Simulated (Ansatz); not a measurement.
# Abstraction of H: SiH2(CH3)Cl + BH(CH3)O → SiH(CH3)Cl + BH(CH3)(OH)

Species: SiH2(CH3)Cl, singlet; BH(CH3)O, doublet; SiH(CH3)Cl, doublet; BH(CH3)(OH), singlet. A radical takes H: the energy is the difference in strength between the Si–H bond broken and the O–H bond made.

Shapes, held fixed at every level: PBE0-D4/def2-TZVP. Flexible molecules stand in one conformer, not always the lowest. Programs: Ansatz 0.2.0. The zero-point and thermal change to 298 K, harmonic and unscaled (PBE0-D4/def2-TZVP), is +12.5 kJ/mol.

```tsv
level	kind	ΔH(298 K) (kJ/mol)	less CCSD(T)/CBS estimate	CPU time (sum over the molecules)
HF/def2-SVP	Hartree–Fock	-4.1	+42.7	–
SPW92/def2-TZVPP	LDA	-45.8	+1.0	9.9 s
r2SCAN-D4/def2-TZVPP	meta-GGA	-30.0	+16.8	32 s
PBE0-D4/def2-TZVPP	global hybrid	-40.6	+6.2	21 s
wB97M-V/def2-TZVPP	range-separated hybrid	-34.2	+12.6	71 s
CCSD/def2-SVP	coupled cluster or CI	-34.3	+12.5	–
CCSD(T)/CBS estimate	coupled cluster or CI	-46.8	0.0	7.2 min
```

The highest level, CCSD(T)/CBS estimate, gives ΔH(298 K) = -46.8 kJ/mol; the levels span -46.8 to -4.1. The column of differences is taken from that level and isn't an error. No measured value is set beside it here. Open shells run unrestricted unless RO is named. The CBS estimate extrapolates MP2 from def2-TZVPP and def2-QZVPP and adds CCSD(T) − MP2 in the triple-zeta set, cores frozen. Times are processor times on shared x86 and Arm servers, and rough.

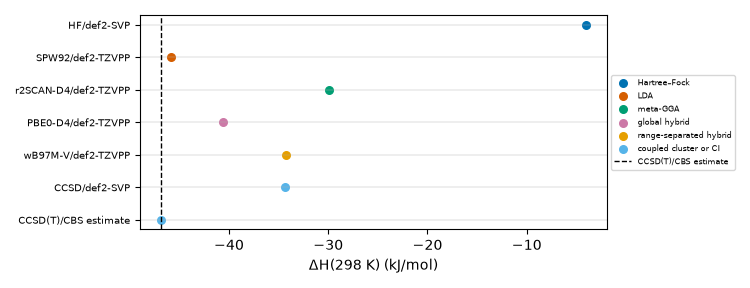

The values of the table, level by level.
